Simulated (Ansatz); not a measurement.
## Ligand exchange: C3H5FGe + C3H6O → C3H6Ge + C3H5FO

Species: C3H5FGe `C#[C][GeH]([CH3])[F]`, singlet; C3H6O (propylene oxide) `CC1CO1`, singlet; C3H6Ge `C#[C][GeH2][CH3]`, singlet; C3H5FO `CC1(F)CO1`, singlet. The partners trade F for H: Ge–F and C–H bonds give way to Ge–H and C–F.

Shapes, held fixed at every level: PBE0-D4/def2-TZVP. Programs: Ansatz 0.2.0. The zero-point and thermal change to 298 K, harmonic and unscaled (PBE0-D4/def2-TZVP), is -7.7 kJ/mol.

```json
{"level": "HF/def2-SVP", "kind": "Hartree–Fock", "ΔH(298 K) (kJ/mol)": "+92.5", "less CCSD(T)/def2-TZVPP": "-9.0"}
{"level": "B3LYP-D4/def2-TZVPP", "kind": "global hybrid", "ΔH(298 K) (kJ/mol)": "+99.5", "less CCSD(T)/def2-TZVPP": "-2.0"}
{"level": "BHLYP-D4/def2-TZVPP", "kind": "global hybrid", "ΔH(298 K) (kJ/mol)": "+102.1", "less CCSD(T)/def2-TZVPP": "+0.6"}
{"level": "PBE0-D4/def2-TZVPP", "kind": "global hybrid", "ΔH(298 K) (kJ/mol)": "+93.3", "less CCSD(T)/def2-TZVPP": "-8.2"}
{"level": "wB97M-V/def2-TZVPP", "kind": "range-separated hybrid", "ΔH(298 K) (kJ/mol)": "+96.5", "less CCSD(T)/def2-TZVPP": "-5.0"}
{"level": "MP2/def2-TZVPP", "kind": "perturbation theory", "ΔH(298 K) (kJ/mol)": "+109.9", "less CCSD(T)/def2-TZVPP": "+8.4"}
{"level": "CCSD/def2-SVP", "kind": "coupled cluster or CI", "ΔH(298 K) (kJ/mol)": "+91.0", "less CCSD(T)/def2-TZVPP": "-10.5"}
{"level": "CCSD(T)/def2-TZVPP", "kind": "coupled cluster or CI", "ΔH(298 K) (kJ/mol)": "+101.5", "less CCSD(T)/def2-TZVPP": "0.0"}
```

The highest level, CCSD(T)/def2-TZVPP, gives ΔH(298 K) = +101.5 kJ/mol; the levels span +91.0 to +109.9. The column of differences is taken from that level and isn't an error. No measured value is set beside it here. Relativity is left out for Ge. Outer-core shells of Ge are correlated in most correlated rows, in sets that cover them unevenly.

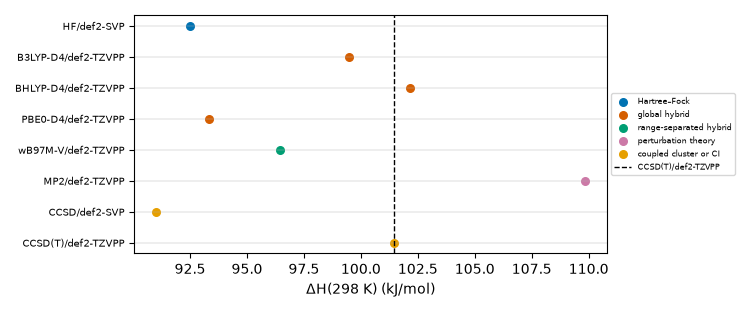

The values of the table, level by level.
